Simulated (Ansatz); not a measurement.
A computed series for Bi2Se3: carrier doping

Consider Bi₂Se₃ (space group R-3m, No. 166).

```cif
data_Bi6Se9
_chemical_formula_sum 'Bi6 Se9'
_space_group_name_H-M_alt 'R-3m :H'
_space_group_IT_number 166
_space_group_name_Hall '-R 3 2"'
_cell_length_a 4.14431
_cell_length_b 4.14431
_cell_length_c 28.44802
_cell_angle_alpha 90.000
_cell_angle_beta 90.000
_cell_angle_gamma 120.000
loop_
_atom_site_label
_atom_site_type_symbol
_atom_site_symmetry_multiplicity
_atom_site_Wyckoff_symbol
_atom_site_fract_x
_atom_site_fract_y
_atom_site_fract_z
_atom_site_occupancy
Bi1 Bi 6 c 0.00000 0.00000 0.40087 1
Se1 Se 3 a 0.00000 0.00000 0.00000 1
Se2 Se 6 c 0.00000 0.00000 0.21052 1
```
(The calculation used a cell of 5 atoms; values per cell refer to that cell.)

Carriers are added at fixed cell with a uniform background; the Fermi–Dirac width is that of 300 K.

Calculations: Kohn–Sham DFT with the PBE-D3(BJ) functional, run in Ansatz (a quantum-chemistry and plane-wave program) with PAW and 420 eV plane waves, scalar-relativistic without spin-orbit coupling.

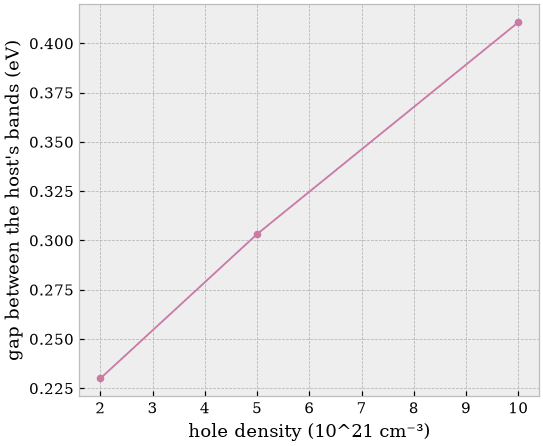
Figure. Gap between the host's bands against hole density

```csv
hole density (10^21 cm⁻³),gap between the host's bands
2,0.23 eV
5,0.30 eV
10,0.41 eV
```

Carriers are added with a uniform compensating background; total energy and stress of such cells depend on the potential's zero and are not compared; many-body gap narrowing is missing at this level. With Bi present, leaving out spin-orbit coupling can change the band edges. Stability against distortions was not tested. A zero or small gap of Bi2Se3 can be the functional's error rather than a property of the material.
